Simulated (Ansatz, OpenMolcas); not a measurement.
A ladder of methods for BH2O (SMILES B[O])

The species is BH2O (4 atoms), meant as a doublet with charge 0. As SMILES, `B[O]`. Geometry: relaxed at PBE0-D4/def2-TZVP.

Each level gives the vertical energy of the quartet above the doublet (eV). The values are calculated.

```json
{"level": "U-r2SCAN/STO-3G", "kind": "meta-GGA", "program": "OpenMolcas", "value (eV)": "7.24", "less FCI/STO-3G": "-0.38"}
{"level": "U-r2SCAN0/STO-3G", "kind": "hybrid meta-GGA", "program": "Ansatz", "value (eV)": "7.16", "less FCI/STO-3G": "-0.46"}
{"level": "UPBE0/STO-3G", "kind": "global hybrid", "program": "Ansatz", "value (eV)": "7.31", "less FCI/STO-3G": "-0.31"}
{"level": "CASPT2(3,3)/STO-3G", "kind": "multireference", "program": "OpenMolcas", "value (eV)": "7.60", "less FCI/STO-3G": "-0.02"}
{"level": "MRCI(3,3)/STO-3G", "kind": "multireference", "program": "OpenMolcas", "value (eV)": "7.60", "less FCI/STO-3G": "-0.02"}
{"level": "UBCCD(T)/STO-3G", "kind": "coupled cluster or CI", "program": "Ansatz", "value (eV)": "7.60", "less FCI/STO-3G": "-0.02"}
{"level": "UCCSD/STO-3G", "kind": "coupled cluster or CI", "program": "Ansatz", "value (eV)": "7.54", "less FCI/STO-3G": "-0.08"}
{"level": "UCCSDTQ/STO-3G", "kind": "coupled cluster or CI", "program": "Ansatz", "value (eV)": "7.62", "less FCI/STO-3G": "0.00"}
{"level": "FCI/STO-3G", "kind": "exact in the basis", "program": "Ansatz", "value (eV)": "7.62", "less FCI/STO-3G": "0.00"}
```

FCI/STO-3G is exact within its basis and frozen core, so for wave-function methods in that basis the difference is their error; functionals converge differently with the basis, so for them it is only a difference. The values span 7.16 to 7.62 eV. All rows use very small basis sets, so none should be taken for the real molecule's value. The upper state's dipole differs much between rows, so they may not all be the same state.

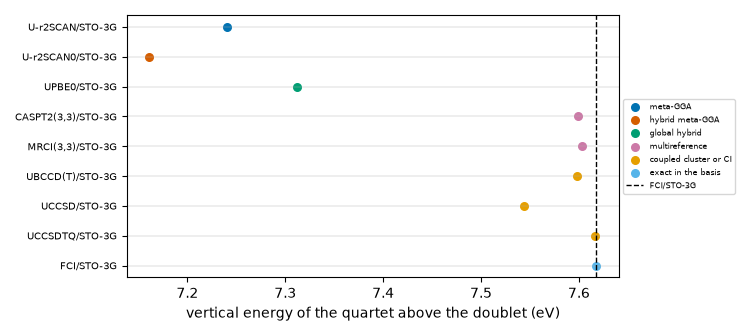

The values of the table, level by level.
